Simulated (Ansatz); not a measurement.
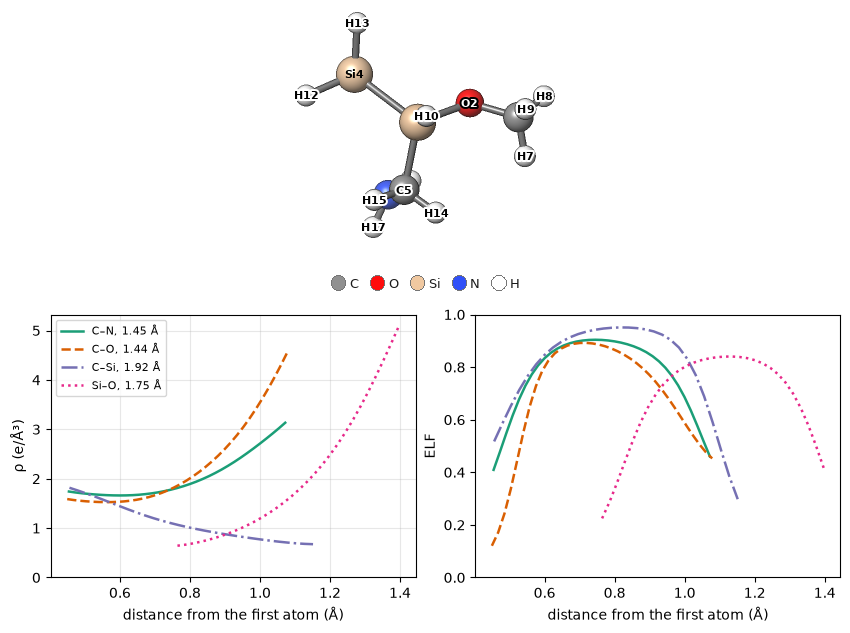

*C2H11NOSi2 (SMILES CO[SiH]([SiH3])CN). Electron density and ELF along straight lines between neighbouring atoms. The curves leave out the atomic cores. The structure is drawn too.*

Computed with RKS PBE0/6-31G (Ansatz 0.2.0).

```csv
atom,x (Å),y (Å),z (Å)
C,0.6014,-0.7944,2.2307
O,0.8209,-0.9805,0.8217
Si,0.5137,0.2648,-0.3642
Si,1.4711,-0.5462,-2.3460
C,-1.3706,0.5162,-0.6285
N,-1.9085,-0.6433,-1.3209
H,-0.4674,-0.7026,2.4669
H,0.9970,-1.6752,2.7402
H,1.1214,0.0972,2.6077
H,1.1117,1.5626,0.1498
H,1.0918,-1.9789,-2.5777
H,0.9930,0.2851,-3.5066
H,2.9743,-0.4498,-2.2953
H,-1.8654,0.7678,0.3291
H,-1.4712,1.4006,-1.2720
H,-1.7287,-1.5402,-0.8937
H,-2.8449,-0.5564,-1.6879
```

Q: What can be read from the curves?

A: C–N (1.45 Å): the density is about 1.7 e/Å³ at the midpoint; the ELF peaks at about 0.90 between the atoms: a shared electron pair.
C–O (1.44 Å): the density is about 1.7 e/Å³ at the midpoint, with its minimum of 1.5 e/Å³ about 0.6 Å from C; the ELF peaks at about 0.90 between the atoms, as expected for a shared but strongly polarised pair.
C–Si (1.92 Å): ρ at the midpoint is about 0.81 e/Å³; the ELF peaks at about 0.95 between the atoms; a shared electron pair.
Si–O (1.75 Å): ρ at the midpoint is about 0.8 e/Å³; the ELF peaks at about 0.85 between the atoms (a polar covalent bond).
